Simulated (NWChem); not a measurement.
**CH2BrF (SMILES FCBr) at 4 levels**

We compute a comparison of 4 runs (HF/STO-3G, HF/3-21G, B3LYP/6-31G*) of CH2BrF. 

The calculation is run with NWChem 7.3.0.

94 further runs of the same task are left out: 1 that didn't finish, 93 set aside as unsound or not needed.

## Step 1: The system as given

The species is CH2BrF (5 atoms), meant as a singlet with charge 0. SMILES: `FCBr`. The C2–H4 distance was set to 1.632 Å, away from the relaxed value. At this shape a bond of the SMILES string is far longer than usual.

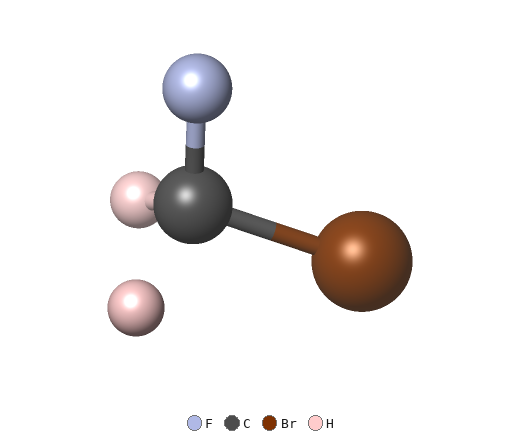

The structure, seen from a chosen angle (fluorine light blue, carbon dark grey, bromine brown, hydrogen pink).

## Step 2: The energy at HF/STO-3G (run 1)

ch2brf.nw

```
echo
start ch2brf
title "CH2BrF hf"
memory 2200 mb

geometry units angstrom noautosym nocenter noautoz
 F      0.358027     1.494173     0.451521
 C     -0.178873     0.256773     0.365121
 Br    -1.873773     0.310973    -0.566679
 H      0.807700    -0.713600    -0.500400
 H     -0.378573    -0.128027     1.363121
end

basis spherical bse
 F library STO-3G
 C library STO-3G
 Br library STO-3G
 H library STO-3G
end

scf
 thresh 1e-08
 maxiter 80
end

task scf energy
```

Run with:

```console
$ nwchem ch2brf.nw > ch2brf.out
```

Log:

```text
[...]
  functions       =    30
[...]
  wavefunction    = RHF
[...]
         Total SCF energy =  -2681.148616612832
      One-electron energy =  -4077.374514170592
      Two-electron energy =   1233.108397011856
 Nuclear repulsion energy =    163.117500545903
        Time for solution =      1.4s
[...]
```

Wall time 2 s (1 thread of Intel Xeon Platinum 8488C (Sapphire Rapids), shared host); peak memory 0.095 GiB.

## Step 3: The energy at HF/3-21G (run 2)

ch2brf.nw

```
start ch2brf
title "CH2BrF hf"
memory total 2200 mb

geometry units angstrom noautosym nocenter noautoz
 F     0.358027    1.494173    0.451521
 C    -0.178873    0.256773    0.365121
 Br   -1.873773    0.310973   -0.566679
 H     0.807700   -0.713600   -0.500400
 H    -0.378573   -0.128027    1.363121
end

basis spherical bse
 * library 3-21G
end

scf
 singlet
 rhf
 thresh 1e-08
 maxiter 80
end

task scf energy
```

Run with:

```console
$ nwchem ch2brf.nw > ch2brf.out
```

Log:

```text
[...]
  functions       =    44
[...]
  wavefunction    = RHF
[...]
         Total SCF energy =  -2697.657330026836
      One-electron energy =  -4085.724026176789
      Two-electron energy =   1224.949195604050
 Nuclear repulsion energy =    163.117500545903
        Time for solution =      1.8s
[...]
```

Wall time 2.5 s (1 thread of Intel Xeon Platinum 8488C (Sapphire Rapids), shared host); peak memory 0.096 GiB.

Run 3 isn't shown in full; the table further down has it.

## Step 4: The energy at B3LYP/6-31G(d) (Cartesian functions) (run 4)

ch2brf.xyz

```xyz
5
CH2BrF
F      0.358027     1.494173     0.451521
C     -0.178873     0.256773     0.365121
Br    -1.873773     0.310973    -0.566679
H      0.807700    -0.713600    -0.500400
H     -0.378573    -0.128027     1.363121
```

run.py

```python
from ase.io import read
from ase.calculators.nwchem import NWChem

atoms = read('ch2brf.xyz')

calc = NWChem(
    label='ch2brf',
    theory='dft',
    memory='2200 mb',
    basis='6-31G*',
    dft={'xc': 'b3lyp', 'mult': '1', 'grid': 'xfine', 'convergence': 'energy 1e-08', 'iterations': '100', 'mulliken': None},
    task='energy',
)
atoms.calc = calc

e = atoms.get_potential_energy()
print(f"E = {e:.6f} eV")
print("dipole (e A):", atoms.get_dipole_moment().round(4))
```

Run with:

```console
$ export ASE_NWCHEM_COMMAND="nwchem PREFIX.nwi > PREFIX.nwo"
$ python run.py
```

Log:

```text
E = -73822.967413 eV
dipole (e A): [ 0.0986 -0.2029  0.1867]
```

The calculator wrote ch2brf.nwi:

```
title "ch2brf"

permanent_dir ch2brf

scratch_dir ch2brf

start ch2brf

geometry units angstrom nocenter noautosym noautoz
  F  3.5802699999999998e-01 1.4941730000000000e+00 4.5152100000000001e-01
  C  -1.7887300000000000e-01 2.5677299999999997e-01 3.6512099999999997e-01
  Br -1.8737729999999999e+00 3.1097300000000000e-01 -5.6667900000000004e-01
  H  8.0769999999999997e-01 -7.1360000000000001e-01 -5.0039999999999996e-01
  H  -3.7857299999999999e-01 -1.2802700000000000e-01 1.3631210000000000e+00
end

memory 2200 mb

basis noprint
   * library 6-31G*
end

dft
  xc b3lyp
  mult 1
  grid xfine
  convergence energy 1e-08
  iterations 100
  mulliken
end

task dft energy
```

ch2brf.nwo:

```text
Northwest Computational Chemistry Package (NWChem) 7.3.0
             --------------------------------------------------------

           Job information
           ---------------

    nwchem branch   = 7.3.0
    use scalapack   = T
    input           = ch2brf.nwi
    prefix          = ch2brf.
    data base       = ch2brf/ch2brf.db
    status          = startup
    nproc           =        1

           Memory information
           ------------------

[... 5 lines left out ...]
    hardfail = no
[... 113 lines left out ...]
          Convergence on energy requested:  1.00D-08
[... 27 lines left out ...]
          Convergence Information
[... 30 lines left out ...]
 1-e energy   =   -4097.155372
[... 51 lines left out ...]
      One electron energy =    -4097.888164159007
[... 8 lines left out ...]
                       DFT Final Molecular Orbital Analysis
[... 521 lines left out ...]
     Multipole analysis of the density
     ---------------------------------

     L   x y z        total         alpha         beta         nuclear
     -   - - -        -----         -----         ----         -------
     0   0 0 0     -0.000000    -26.000000    -26.000000     52.000000

     1   1 0 0      0.186386     59.623268     59.623268   -119.060151
[... 8 lines of this table left out ...]
     2   0 0 2    -21.430177    -39.252531    -39.252531     57.074886

 Task  times  cpu:       16.0s     wall:       16.0s
 Total times  cpu:       16.0s     wall:       16.0s
```

It took 17 s on 1 thread of Intel Xeon Platinum 8488C (Sapphire Rapids), shared host; peak memory 0.12 GiB.

## Step 5: All runs side by side

```csv
run,level,iteration cap,module,energy (Eh),dipole moment (D),HOMO energy (eV),LUMO energy (eV),wall time
1,HF/STO-3G,80,scf,-2681.148617,1.45,-8.32,7.59,2 s
2,HF/3-21G,80,scf,-2697.657330,1.90,-10.78,3.02,2.5 s
3,B3LYP/6-31G* (spherical functions),100,dft,-2712.933439,1.41,-7.76,-1.25,15 s
4,B3LYP/6-31G* (Cartesian functions),100,dft,-2712.944036,1.41,-7.76,-1.26,17 s
```

## Step 6: Summary of results

| quantity | value |
| --- | --- |
| run 4: total energy | -2712.94404 Eh |
| run 4: dipole moment | 1.41 D |
| run 4: HOMO energy | -7.76 eV |
| run 4: LUMO energy | -1.26 eV |
| run 4: HOMO–LUMO gap | 6.50 eV |

**Reading.** The dipole moment (its size) runs from 1.41 D (B3LYP/6-31G*) to 1.90 D (HF/3-21G). The two ends differ in method and basis. The HOMO–LUMO gap runs from 6.50 eV (B3LYP/6-31G*) to 15.92 eV (HF/STO-3G). In run 1 the basis is minimal, so the values are rough. All runs together took 37 s, the longest 17 s.
